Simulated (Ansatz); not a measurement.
## Electronic structure of F2Si···H2O in real space

```xyz
6

Si   -0.6815    0.8343   -0.7629
O     0.9461   -0.4987   -0.2307
H     0.5091   -1.3317   -0.0086
F    -1.6544   -0.3891   -0.2888
F    -0.4047    1.5265    0.6904
H     1.2855   -0.1411    0.6007
```

The product side of a reaction path; geometry: PBE0-D4/def2-TZVP.

These are results of RKS PBE0-D4/def2-TZVPP (Ansatz 0.2.0), not measurements.

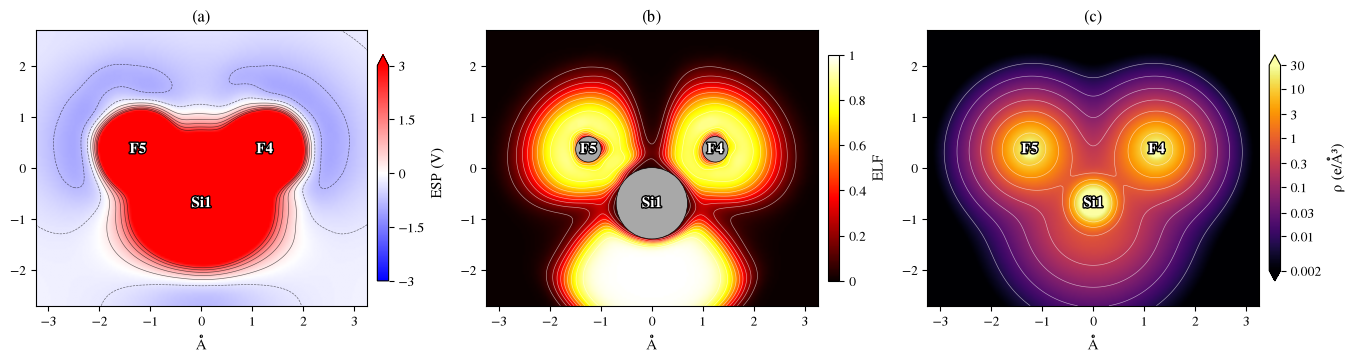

Figure 1. (a) electrostatic potential; (b) ELF; (c) total electron density on the plane of atoms F4, Si1 and F5. Grey discs cover the atomic cores in the ELF map.

> Read the bonding off the picture.

The plane passes through Si and F nuclei.
Si–F (1.63 Å): ρ is about 1.1 e/Å³ halfway; the ELF peaks at about 0.85 in the valence shell of F, 0.5 Å from its nucleus, and is about 0.50 at the midpoint.
The ELF also peaks beside Si1, F4 and F5, away from the bonds: lone-pair regions.
Outside the dense part of the complex the potential is most negative (−1.0 V) near F4 and F5.

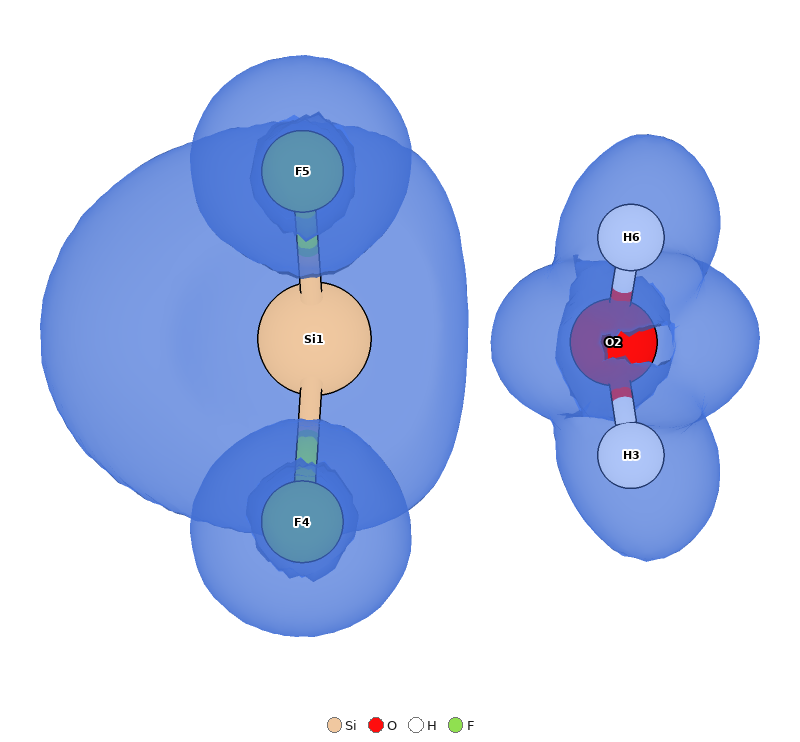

Figure 2. Isosurface of the electron localisation function at 0.75 (blue), seen across its widest extent. Core shells and regions of very low density are left out.

> What do the ELF domains correspond to?

The ELF exceeds this value in one lobe on Si, pointing away from the bonds (lone pairs), two regions wrapped around F (its lone pairs, merged into a ring or cap) and one joined region spread over several atoms (H, O), in which their bonds and any lone pairs are merged. Along the contacts the grid gives the following. Si1···O2 (2.17 Å): the ELF peaks at about 0.90 in the valence shell of O, 0.6 Å from its nucleus, and is about 0.50 at the midpoint.

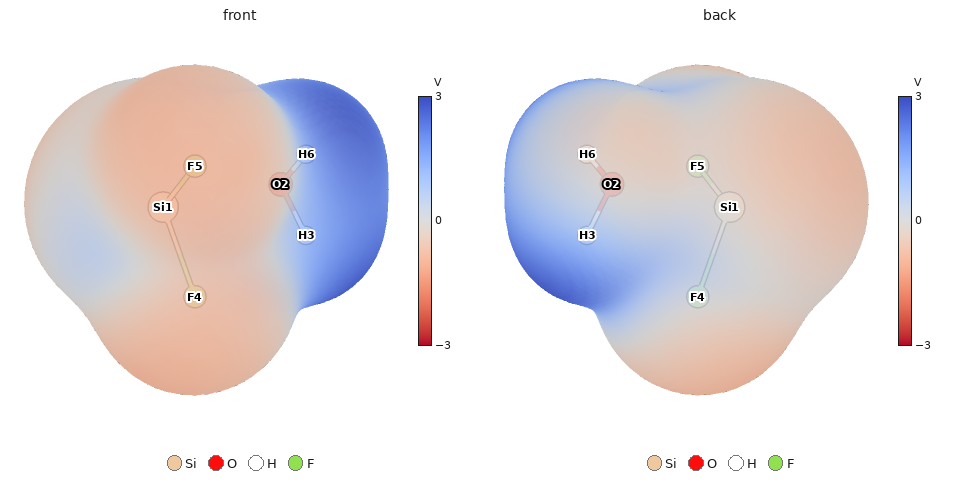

Figure 3. The molecular electrostatic potential painted on the density surface at 0.001 e/bohr³, seen from the front and from behind; red is negative and blue positive.

> Which sites attract a positive test charge, and which a negative one?

A positive charge is drawn to the negative regions and a negative charge to the positive ones. The most negative region (about −1.0 V) lies over F4 and F5, the most positive (about +2.7 V) over H3 and H6.

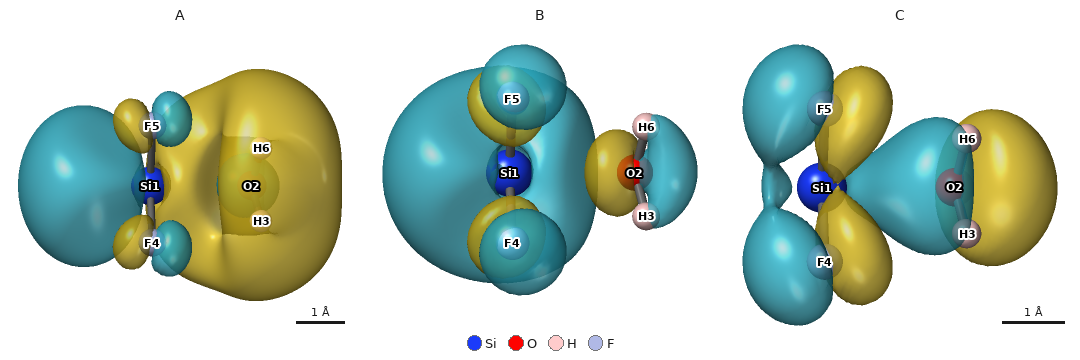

Figure 4. Three frontier orbitals at ±0.06 Å⁻³ᐟ² (yellow and cyan are the two phases), in no order.

> Order the three orbitals by energy and name them.

C is the HOMO−1 (−11.00 eV). By Hirshfeld shares it lies mainly on O2 (about 55 %), F4 (about 15 %) and F5 (about 15 %); largely a combination of lone pairs on O2, F4 and F5. B is the HOMO (−7.01 eV). It lies mainly on Si1 (about 75 %), F4 (about 10 %) and F5 (about 10 %). A is the LUMO (−0.44 eV). It lies mainly on Si1 (about 60 %), O2 (about 10 %), H3 (about 10 %) and H6 (about 10 %).

> What is the HOMO–LUMO gap?

6.57 eV between the orbital energies.
